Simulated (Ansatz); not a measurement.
**FH₃InNS: a spread of methods and bases**

Aim: run FH₃InNS under a spread of inputs, and see what each costs and gives.

The runs use Ansatz 0.2.0, Gaussian basis; the settings change from run to run.

1 further run of the same task is left out (for a known fault of the program).

## 1. The geometry

The structure was relaxed beforehand with PBE0-D4 in a triple-zeta def2 set. In takes a core potential in def2 sets; no spin-orbit term is included.

SMILES `[NH2][In]([F])[SH]`, 7 atoms, charge 0, spin multiplicity 1.

Atoms are counted from 1 here; the program's logs count them from 0.

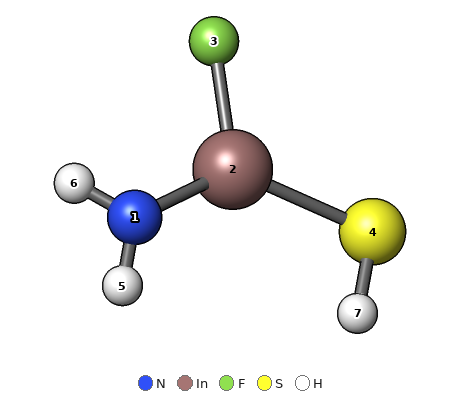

The geometry (nitrogen blue, indium brown, fluorine green, sulfur yellow, hydrogen white); atoms are numbered from 1 in the order of the file.

## 2. r2SCANh/def2-TZVP

Set apart from the defaults: a grid of angular degree 11, D3(BJ) with three-body dispersion.

in.yaml

```yaml
crystal:
  periodic: [false, false, false]
  atoms:
    - {symbol: N, position_ang: [0.915242, 1.164517, 0.241604]}
    - {symbol: In, position_ang: [0.060770, -0.648631, 0.156323]}
    - {symbol: F, position_ang: [1.227848, -2.069565, 0.806875]}
    - {symbol: S, position_ang: [-2.121591, -1.374242, -0.364353]}
    - {symbol: H, position_ang: [0.587356, 1.852664, -0.421069]}
    - {symbol: H, position_ang: [1.926149, 1.144606, 0.226691]}
    - {symbol: H, position_ang: [-2.534474, -0.137449, -0.691770]}
basis:
  gaussian: {orbitals: def2-TZVP, final_grid: {core_spheres: 5, valence_spheres: 4, degree: 11}}
hamiltonian: {xc: {name: r2SCANh}, dispersion: d3bjatm}
output: {forces: true}
```

Command:

```console
> ansatz run in.yaml --threads 2 --pin off --events-out ev --progress --plain --max-ram 32768MiB --backend cpu
```

Output:

```text
Functional definition: r2SCANh
  name "r2SCANh"
  cite "Bursch, Neugebauer, Ehlert & Grimme, J. Chem. Phys. 156, 134105 (2022) doi:10.1063/5.0086040"
  cite "Furness, Kaplan, Ning, Perdew & Sun, J. Phys. Chem. Lett. 11, 8208 (2020) doi:10.1021/acs.jpclett.0c02405"
  cite "Furness, Kaplan, Ning, Perdew & Sun, J. Phys. Chem. Lett. 11, 9248 (2020) doi:10.1021/acs.jpclett.0c03077"
  parent r2scan
  parameter a = 0.1
  parameter k0 = 0.174
  parameter k1 = 0.065
  parameter a1 = 4.9479
  exchange = (1 - a)*r2scan_x(k0 = k0, k1 = k1, a1 = a1) + a*exact_x
  correlation = r2scan_c
1092 factors; their error is unknown
mean field evaluation 1: about -20256.6459 eV, gradient 7.9e1 eV
mean field evaluation 2: about -20208.8058 eV, gradient 1.5e2 eV
mean field evaluation 4: about -20267.5207 eV, gradient 1.3e1 eV
mean field evaluation 8: about -20267.8879 eV, gradient 9.7e-2 eV
mean field evaluation 16: about -20267.8225 eV, gradient 1.5e-3 eV
mean field -20267.82248938 eV, -744.8287384613 hartree, gradient 2.1e-5 eV, S^2 0.000000; 0 other end points of the search recorded, 0 dependent functions left out
the calculation of the forces begins
reference -20267.82250633 eV, -744.8287390842 hartree; 28, 28 occupied and 139, 139 virtual orbitals, 1092 factors
Total energy: -20267.86203081 eV, -744.8301915821 hartree
Atom 0 at     0.915242     1.164517     0.241604 Å, force     0.248504     0.123058    -0.073991 eV/Å
Atom 1 at     0.060770    -0.648631     0.156323 Å, force    -0.044012     0.125098    -0.085983 eV/Å
Atom 2 at     1.227848    -2.069565     0.806875 Å, force     0.089776    -0.173589     0.111031 eV/Å
Atom 3 at    -2.121591    -1.374242    -0.364353 Å, force    -0.131419    -0.007395    -0.050389 eV/Å
Atom 4 at     0.587356     1.852664    -0.421069 Å, force    -0.068477    -0.039408     0.090677 eV/Å
Atom 5 at     1.926149     1.144606     0.226691 Å, force    -0.139174     0.011304    -0.013864 eV/Å
Atom 6 at    -2.534474    -0.137449    -0.691770 Å, force     0.044803    -0.039066     0.022519 eV/Å
Dipole moment:    -0.129238     0.667322    -0.390914 e Å
```

Wall time 5.5 s (2 threads, shared host).

Largest force 0.287 eV/Å, dipole 3.77 D.

## 3. SPW92/def2-SVPD

Options: charge +1, multiplicity 2.

Changes to in.yaml since step 2:

```diff
@@ -11,4 +11,6 @@
 basis:
-  gaussian: {orbitals: def2-TZVP, final_grid: {core_spheres: 5, valence_spheres: 4, degree: 11}}
-hamiltonian: {xc: {name: r2SCANh}, dispersion: d3bjatm}
+  gaussian: {orbitals: def2-SVPD}
+total_charge: 1
+magnetization: {spin_polarized: true, initial_magnetization: 1}
+hamiltonian: {xc: {name: SPW92}}
 output: {forces: true}
```

The command is unchanged.

Output:

```text
Functional definition: SPW92
  name "SPW92"
  cite "Dirac, Proc. Camb. Phil. Soc. 26, 376 (1930) doi:10.1017/S0305004100016108"
  cite "Slater, Phys. Rev. 81, 385 (1951) doi:10.1103/PhysRev.81.385"
  cite "Perdew & Wang, Phys. Rev. B 45, 13244 (1992) doi:10.1103/PhysRevB.45.13244"
  exchange = slater_x
  correlation = pw_c
1175 factors; their error is unknown
mean field evaluation 1: about -20148.9103 eV, gradient 8.0e1 eV
mean field evaluation 2: about -19746.5851 eV, gradient 2.1e2 eV
mean field evaluation 4: about -20153.1596 eV, gradient 6.6e1 eV
mean field evaluation 8: about -20173.8580 eV, gradient 1.2e1 eV
mean field evaluation 16: about -20175.1054 eV, gradient 1.8e0 eV
mean field evaluation 32: about -20175.0484 eV, gradient 1.1e0 eV
mean field -20175.12236088 eV, -741.4220715732 hartree, gradient 2.1e-5 eV, S^2 0.754272; 8 other end points of the search recorded, 0 dependent functions left out
the calculation of the forces begins
reference -20175.12242825 eV, -741.4220740490 hartree; 28, 27 occupied and 98, 99 virtual orbitals, 1175 factors
Total energy: -20175.12242825 eV, -741.4220740490 hartree
Atom 0 at     0.915242     1.164517     0.241604 Å, force    -0.278674    -0.425592    -0.302352 eV/Å
Atom 1 at     0.060770    -0.648631     0.156323 Å, force     0.362126    -0.950637     0.651594 eV/Å
Atom 2 at     1.227848    -2.069565     0.806875 Å, force    -0.205707     0.307705    -0.163793 eV/Å
Atom 3 at    -2.121591    -1.374242    -0.364353 Å, force    -0.221386    -0.853488    -0.033597 eV/Å
Atom 4 at     0.587356     1.852664    -0.421069 Å, force    -0.400234     1.028749    -0.363971 eV/Å
Atom 5 at     1.926149     1.144606     0.226691 Å, force     1.110128     0.149864     0.380184 eV/Å
Atom 6 at    -2.534474    -0.137449    -0.691770 Å, force    -0.366253     0.743398    -0.168066 eV/Å
Dipole moment:    -0.495365     1.086646    -0.532222 e Å
```

Run time: 8.5 s. Hardware: 2 threads, shared host.

Largest force 1.208 eV/Å, ⟨S²⟩ 0.754.

## 4. B2PLYP/def2-TZVPD

Options: charge +1, multiplicity 2, atoms shaken by 0.08 Å.

in.yaml

```yaml
crystal:
  periodic: [false, false, false]
  atoms:
    - {symbol: N, position_ang: [1.062497, 1.209642, 0.169387]}
    - {symbol: In, position_ang: [0.047891, -0.581515, 0.191497]}
    - {symbol: F, position_ang: [1.157753, -1.996951, 0.799179]}
    - {symbol: S, position_ang: [-2.163327, -1.373170, -0.420989]}
    - {symbol: H, position_ang: [0.562101, 1.977840, -0.380640]}
    - {symbol: H, position_ang: [2.010563, 1.048685, 0.134633]}
    - {symbol: H, position_ang: [-2.484986, -0.140281, -0.715727]}
basis:
  gaussian: {orbitals: def2-TZVPD}
total_charge: 1
magnetization: {spin_polarized: true, initial_magnetization: 1}
hamiltonian: {xc: {name: B2PLYP}}
output: {forces: true}
```

The command is unchanged.

Output:

```text
Functional definition: B2PLYP
  name "B2PLYP"
  cite "Grimme, J. Chem. Phys. 124, 034108 (2006) doi:10.1063/1.2148954"
  cite "Becke, Phys. Rev. A 38, 3098 (1988) doi:10.1103/PhysRevA.38.3098"
  cite "Lee, Yang & Parr, Phys. Rev. B 37, 785 (1988) doi:10.1103/PhysRevB.37.785"
  parameter a = 0.53
  parameter c = 0.27
  exchange = (1 - a)*b88_x + a*exact_x
  correlation = (1 - c)*lyp_c + c*(mp2_os + mp2_ss)
1514 factors; integrals over basis functions are off by at most 1.4e-3 eV
mean field evaluation 1: about -20222.6337 eV, gradient 6.8e1 eV
mean field evaluation 2: about -20222.6691 eV, gradient 6.8e1 eV
mean field evaluation 4: about -20236.4299 eV, gradient 2.1e1 eV
mean field evaluation 8: about -20239.2858 eV, gradient 4.7e-1 eV
mean field evaluation 16: about -20239.3118 eV, gradient 3.9e-1 eV
mean field evaluation 32: about -20237.9078 eV, gradient 1.1e1 eV
mean field evaluation 64: about -20239.2940 eV, gradient 5.0e0 eV
mean field -20239.63527510 eV, -743.7928774424 hartree, gradient 7.5e-6 eV, S^2 0.761963; 3 other end points of the search recorded, 0 dependent functions left out
11 core orbitals not correlated: weight in the atoms' cores, before any rotation towards them, 1.000 or more for the frozen orbitals, at most 0.000 for the correlated occupied ones
reference -20239.63545332 eV, -743.7928839920 hartree; 17, 16 occupied and 178, 179 virtual orbitals, 1514 factors
second order -28.76200384 eV of doubles, -0.00000000 eV of singles
the calculation of the forces begins
Total energy: -20247.40119436 eV, -744.0782697112 hartree
Atom 0 at     1.062497     1.209642     0.169387 Å, force    -4.115342     1.243839    -1.077781 eV/Å
Atom 1 at     0.047891    -0.581515     0.191497 Å, force    -2.237792    -1.767457    -0.019080 eV/Å
Atom 2 at     1.157753    -1.996951     0.799179 Å, force     0.636191    -0.197938     0.246328 eV/Å
Atom 3 at    -2.163327    -1.373170    -0.420989 Å, force     1.376985    -0.255918     0.405111 eV/Å
Atom 4 at     0.562101     1.977840    -0.380640 Å, force     1.771165    -0.688602     1.055947 eV/Å
Atom 5 at     2.010563     1.048685     0.134633 Å, force     3.199662     0.683965    -0.303008 eV/Å
Atom 6 at    -2.484986    -0.140281    -0.715727 Å, force    -0.630869     0.982111    -0.307517 eV/Å
Dipole moment:     0.117788     1.578603    -0.366583 e Å
```

Run time: 72 s. Hardware: 2 threads, shared host; peak memory 1.1 GiB.

Largest force 4.432 eV/Å, ⟨S²⟩ 0.762.

## 5. r2SCAN0/STO-3G

Set apart from the defaults: multiplicity 3, a grid of angular degree 23, D4 dispersion.

in.yaml

```yaml
crystal:
  periodic: [false, false, false]
  atoms:
    - {symbol: N, position_ang: [0.915242, 1.164517, 0.241604]}
    - {symbol: In, position_ang: [0.060770, -0.648631, 0.156323]}
    - {symbol: F, position_ang: [1.227848, -2.069565, 0.806875]}
    - {symbol: S, position_ang: [-2.121591, -1.374242, -0.364353]}
    - {symbol: H, position_ang: [0.587356, 1.852664, -0.421069]}
    - {symbol: H, position_ang: [1.926149, 1.144606, 0.226691]}
    - {symbol: H, position_ang: [-2.534474, -0.137449, -0.691770]}
basis:
  gaussian: {orbitals: STO-3G, final_grid: {core_spheres: 8, valence_spheres: 7, degree: 23}}
magnetization: {spin_polarized: true, initial_magnetization: 2}
hamiltonian: {xc: {name: r2SCAN0}, dispersion: d4}
output: {forces: true}
```

The command is unchanged.

Output:

```text
Functional definition: r2SCAN0
  name "r2SCAN0"
  cite "Bursch, Neugebauer, Ehlert & Grimme, J. Chem. Phys. 156, 134105 (2022) doi:10.1063/5.0086040"
  cite "Furness, Kaplan, Ning, Perdew & Sun, J. Phys. Chem. Lett. 11, 8208 (2020) doi:10.1021/acs.jpclett.0c02405"
  cite "Furness, Kaplan, Ning, Perdew & Sun, J. Phys. Chem. Lett. 11, 9248 (2020) doi:10.1021/acs.jpclett.0c03077"
  parent r2scan
  parameter a = 0.25
  parameter k0 = 0.174
  parameter k1 = 0.065
  parameter a1 = 4.9479
  exchange = (1 - a)*r2scan_x(k0 = k0, k1 = k1, a1 = a1) + a*exact_x
  correlation = r2scan_c
646 factors; integrals over basis functions are off by at most 3.1e-5 eV
mean field evaluation 1: about -169602.0607 eV, gradient 2.1e1 eV
mean field evaluation 2: about -169570.4321 eV, gradient 7.5e1 eV
mean field evaluation 4: about -169603.4256 eV, gradient 2.2e1 eV
mean field evaluation 8: about -169607.3666 eV, gradient 7.5e-1 eV
mean field evaluation 16: about -169607.4531 eV, gradient 3.7e-2 eV
mean field evaluation 32: about -169607.4532 eV, gradient 2.2e-5 eV
mean field -169607.45317664 eV, -6232.9589401806 hartree, gradient 1.1e-5 eV, S^2 2.006948; 6 other end points of the search recorded, 0 dependent functions left out
the calculation of the forces begins
reference -169607.45318081 eV, -6232.9589403338 hartree; 43, 41 occupied and 6, 8 virtual orbitals, 646 factors
Total energy: -169607.49197909 eV, -6232.9603661446 hartree
Atom 0 at     0.915242     1.164517     0.241604 Å, force    -2.180382    -2.330088     2.288482 eV/Å
Atom 1 at     0.060770    -0.648631     0.156323 Å, force     0.969525    -0.227521    -1.902132 eV/Å
Atom 2 at     1.227848    -2.069565     0.806875 Å, force    -0.333796     0.568286     0.545807 eV/Å
Atom 3 at    -2.121591    -1.374242    -0.364353 Å, force     0.154791     0.248407     0.623193 eV/Å
Atom 4 at     0.587356     1.852664    -0.421069 Å, force    -0.148146     1.268912    -1.252123 eV/Å
Atom 5 at     1.926149     1.144606     0.226691 Å, force     1.729130     0.329047    -0.330536 eV/Å
Atom 6 at    -2.534474    -0.137449    -0.691770 Å, force    -0.191122     0.142956     0.027309 eV/Å
Dipole moment:     0.121602     0.697697     0.043750 e Å
```

Wall time 8 s (2 threads, shared host).

Largest force 3.927 eV/Å, dipole 3.41 D, ⟨S²⟩ 2.007.

## 6. HF/def2-SVP

Set apart from the defaults: atoms shaken by 0.15 Å, high accuracy.

in.yaml

```yaml
crystal:
  periodic: [false, false, false]
  atoms:
    - {symbol: N, position_ang: [1.015629, 1.240076, 0.218128]}
    - {symbol: In, position_ang: [0.194903, -0.474231, 0.229302]}
    - {symbol: F, position_ang: [1.293323, -2.185149, 0.928129]}
    - {symbol: S, position_ang: [-2.132490, -1.410359, -0.349014]}
    - {symbol: H, position_ang: [0.653420, 2.111243, -0.268910]}
    - {symbol: H, position_ang: [1.694012, 0.980618, 0.175556]}
    - {symbol: H, position_ang: [-2.651913, -0.098564, -0.702323]}
basis:
  gaussian: {orbitals: def2-SVP}
hamiltonian: {xc: {name: HF}}
accuracy: high
output: {forces: true}
```

Launched as before.

Output:

```text
Functional definition: HF
  name "HF"
  cite "Fock, Z. Phys. 61, 126 (1930) doi:10.1007/BF01340294"
  parent pbe
  exchange = exact_x
  correlation = 0
1947 factors; integrals over basis functions are off by at most 8.6e-9 eV
mean field evaluation 1: about -20185.6060 eV, gradient 4.9e1 eV
mean field evaluation 2: about -20185.7203 eV, gradient 4.9e1 eV
mean field evaluation 4: about -20190.7726 eV, gradient 3.0e0 eV
mean field evaluation 8: about -20190.8343 eV, gradient 3.4e-1 eV
mean field evaluation 16: about -20190.8350 eV, gradient 2.4e-8 eV
mean field -20190.83503112 eV, -741.9995015540 hartree, gradient 1.1e-8 eV, S^2 0.000000; 0 other end points of the search recorded, 0 dependent functions left out
the calculation of the forces begins
reference -20190.83503112 eV, -741.9995015540 hartree; 28, 28 occupied and 59, 59 virtual orbitals, 1947 factors
Total energy: -20190.83503112 eV, -741.9995015540 hartree
Atom 0 at     1.015629     1.240076     0.218128 Å, force   -33.862539    15.090585     1.270623 eV/Å
Atom 1 at     0.194903    -0.474231     0.229302 Å, force    -2.509426    -5.989672     0.734607 eV/Å
Atom 2 at     1.293323    -2.185149     0.928129 Å, force    -1.377055     2.628977    -1.025857 eV/Å
Atom 3 at    -2.132490    -1.410359    -0.349014 Å, force     0.657504     3.024637    -0.244190 eV/Å
Atom 4 at     0.653420     2.111243    -0.268910 Å, force     1.644918    -2.382399     1.185683 eV/Å
Atom 5 at     1.694012     0.980618     0.175556 Å, force    34.602813   -10.069379    -2.514058 eV/Å
Atom 6 at    -2.651913    -0.098564    -0.702323 Å, force     0.843785    -2.302750     0.593192 eV/Å
Dipole moment:    -0.024064     1.126192    -0.421313 e Å
```

It took 4.3 s on 2 threads, shared host.

Largest force 37.095 eV/Å, dipole 5.78 D.

## 7. wB97X/def2-mTZVPP

This run has multiplicity 3, density fitting with def2-universal-jkfit, high accuracy.

in.yaml

```yaml
crystal:
  periodic: [false, false, false]
  atoms:
    - {symbol: N, position_ang: [0.915242, 1.164517, 0.241604]}
    - {symbol: In, position_ang: [0.060770, -0.648631, 0.156323]}
    - {symbol: F, position_ang: [1.227848, -2.069565, 0.806875]}
    - {symbol: S, position_ang: [-2.121591, -1.374242, -0.364353]}
    - {symbol: H, position_ang: [0.587356, 1.852664, -0.421069]}
    - {symbol: H, position_ang: [1.926149, 1.144606, 0.226691]}
    - {symbol: H, position_ang: [-2.534474, -0.137449, -0.691770]}
basis:
  gaussian: {orbitals: def2-mTZVPP, fitting: {mean_field: def2-universal-jkfit}}
magnetization: {spin_polarized: true, initial_magnetization: 2}
hamiltonian: {xc: {name: wB97X}}
accuracy: high
```

Same command.

Output:

```text
Functional definition: wB97X
  name "wB97X"
  cite "Chai & Head-Gordon, J. Chem. Phys. 128, 084106 (2008) doi:10.1063/1.2834918"
  cite "Becke, J. Chem. Phys. 107, 8554 (1997) doi:10.1063/1.475007"
  parameter omega = 0.3/bohr
  parameter cx = 0.157706
  parameter cx1 = 0.726479
  parameter cx2 = 1.04760
  parameter cx3 = -5.70635
  parameter cx4 = 13.2794
  parameter css1 = -4.33879
  parameter css2 = 18.2308
  parameter css3 = -31.7430
  parameter css4 = 17.2901
  parameter cos1 = 2.37031
  parameter cos2 = -11.3995
  parameter cos3 = 6.58405
  parameter cos4 = -3.78132
  # The coefficients of nought are those of the uniform gas.
  exchange = spin_sum(e_x_unif_sr(omega)*poly(b97_u_x, 1 - cx, cx1, cx2, cx3, cx4)) + cx*exact_x_sr(omega)
      + exact_x_lr(omega)
  correlation = spin_sum(e_c_pw_same_spin*poly(b97_u_same, 1, css1, css2, css3, css4))
      + integral(e_c_pw_opposite_spin*poly(b97_u_opposite, 1, cos1, cos2, cos3, cos4))
554 factors; integrals over basis functions are off by at most 1.6e0 eV
554 factors; integrals over basis functions are off by at most 1.1e-5 eV
mean field evaluation 1: about -20254.4433 eV, gradient 4.9e1 eV
mean field evaluation 2: about -20235.6472 eV, gradient 8.1e1 eV
mean field evaluation 4: about -20263.9979 eV, gradient 5.2e0 eV
mean field evaluation 8: about -20264.1367 eV, gradient 2.0e-1 eV
mean field evaluation 16: about -20264.1404 eV, gradient 1.0e-1 eV
mean field evaluation 32: about -20262.6645 eV, gradient 1.2e1 eV
mean field -20264.32002960 eV, -744.7000254385 hartree, gradient 3.1e-8 eV, S^2 2.010824; 4 other end points of the search recorded, 0 dependent functions left out
reference -20264.32002665 eV, -744.7000253298 hartree; 29, 27 occupied and 97, 99 virtual orbitals, 554 factors
Total energy: -20264.32002665 eV, -744.7000253298 hartree
```

It took 48 s on 2 threads, shared host; peak memory 0.97 GiB.

⟨S²⟩ 2.011.

## 8. PBEsol/STO-3G

This run has charge -1, multiplicity 2, restricted open-shell orbitals, atoms shaken by 0.15 Å, a grid of angular degree 23, a point charge of 0.50 e beside it, D3(BJ) dispersion, high accuracy.

in.yaml

```yaml
crystal:
  periodic: [false, false, false]
  atoms:
    - {symbol: N, position_ang: [0.880484, 1.040860, 0.022338]}
    - {symbol: In, position_ang: [0.152580, -0.774936, 0.222016]}
    - {symbol: F, position_ang: [1.500219, -1.870685, 0.748897]}
    - {symbol: S, position_ang: [-2.279009, -1.359585, -0.412348]}
    - {symbol: H, position_ang: [0.730792, 1.755994, -0.503772]}
    - {symbol: H, position_ang: [2.151961, 1.205017, 0.244093]}
    - {symbol: H, position_ang: [-2.774425, -0.305841, -0.601899]}
basis:
  gaussian: {orbitals: STO-3G, final_grid: {core_spheres: 8, valence_spheres: 7, degree: 23}, point_charges: [{charge: 0.50, position_ang: [4.694, -0.116, -0.514]}]}
total_charge: -1
magnetization: {spin_polarized: false, initial_magnetization: 1}
hamiltonian: {xc: {name: PBEsol}, dispersion: d3bj}
accuracy: high
output: {forces: true}
```

The command is unchanged.

Output:

```text
Functional definition: PBEsol
  name "PBEsol"
  cite "Perdew et al., Phys. Rev. Lett. 100, 136406 (2008) doi:10.1103/PhysRevLett.100.136406"
  cite "Perdew, Burke & Ernzerhof, Phys. Rev. Lett. 77, 3865 (1996) doi:10.1103/PhysRevLett.77.3865"
  parent pbesol
  exchange = pbesol_x
  correlation = pbesol_c
959 factors; integrals over basis functions are off by at most 4.2e-8 eV
mean field evaluation 1: about -169466.9192 eV, gradient 3.4e1 eV
mean field evaluation 2: about -169466.8801 eV, gradient 3.4e1 eV
mean field evaluation 4: about -169469.7326 eV, gradient 2.1e1 eV
mean field evaluation 8: about -169472.3750 eV, gradient 3.1e0 eV
mean field evaluation 16: about -169472.5735 eV, gradient 5.2e-3 eV
mean field evaluation 32: about -169471.8992 eV, gradient 5.5e0 eV
mean field -169472.57353143 eV, -6228.0022046441 hartree, gradient 1.1e-8 eV, S^2 0.750000; 5 other end points of the search recorded, 0 dependent functions left out
the calculation of the forces begins
reference -169472.57353446 eV, -6228.0022047554 hartree; 43, 42 occupied and 6, 7 virtual orbitals, 959 factors
Total energy: -169472.63219351 eV, -6228.0043604356 hartree
Atom 0 at     0.880484     1.040860     0.022338 Å, force     5.955899   -10.331757     7.528548 eV/Å
Atom 1 at     0.152580    -0.774936     0.222016 Å, force    -1.406958     2.987049     0.471567 eV/Å
Atom 2 at     1.500219    -1.870685     0.748897 Å, force     1.531630    -0.990384    -0.012460 eV/Å
Atom 3 at    -2.279009    -1.359585    -0.412348 Å, force     3.378106    -8.492464     0.937460 eV/Å
Atom 4 at     0.730792     1.755994    -0.503772 Å, force    -2.402657     9.078447    -6.874502 eV/Å
Atom 5 at     2.151961     1.205017     0.244093 Å, force    -3.499968    -0.368703    -0.759962 eV/Å
Atom 6 at    -2.774425    -0.305841    -0.601899 Å, force    -3.256677     8.133942    -1.368014 eV/Å
Dipole moment:     0.160974     0.036718    -0.176459 e Å
```

Run time: 4.1 s. Hardware: 2 threads, shared host.

Largest force 14.103 eV/Å.

## 9. All runs side by side

| level | charge | multiplicity | geometry | functions | energy (eV) | time |
| --- | --- | --- | --- | --- | --- | --- |
| r2SCANh/def2-TZVP | 0 | 1 | relaxed | 167 | -20267.862 | 5.5 s |
| SPW92/def2-SVPD | 1 | 2 | relaxed | 126 | -20175.122 | 8.5 s |
| B2PLYP/def2-TZVPD | 1 | 2 | shaken | 206 | -20247.401 | 72 s |
| r2SCAN0/STO-3G | 0 | 3 | relaxed | 49 | -169607.492 | 8 s |
| HF/def2-SVP | 0 | 1 | shaken | 87 | -20190.835 | 4.3 s |
| wB97X/def2-mTZVPP | 0 | 3 | relaxed | 126 | -20264.320 | 48 s |
| PBEsol/STO-3G | -1 | 2 | shaken, point charge | 49 | -169472.632 | 4.1 s |

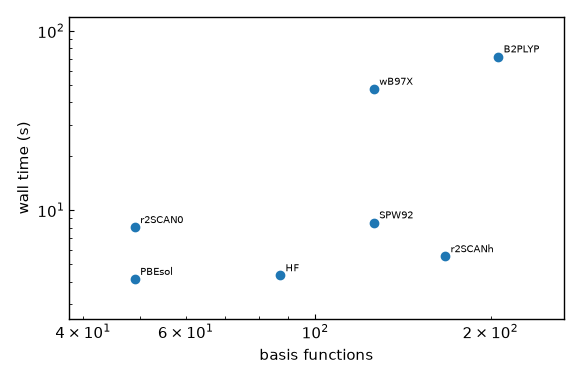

Wall time against the number of basis functions (shared host).

## 10. Outcome

| quantity | value |
| --- | --- |
| runs | 7 |
| quickest | PBEsol/STO-3G, 4.1 s |
| slowest | B2PLYP/def2-TZVPD, 72 s |

**Reading.** The runs differ in state or geometry as well as level, so their energies can't be set against each other. Run time spans a factor of 17, from PBEsol/STO-3G to B2PLYP/def2-TZVPD. The jobs differ in tasks and options as well as level. At the PBE0-D4/def2-TZVP geometry and in the same state, runs without warnings or point charges leave forces up to 0.29 eV/Å (r2SCANh/def2-TZVP), against 37.1 eV/Å where the atoms were moved.
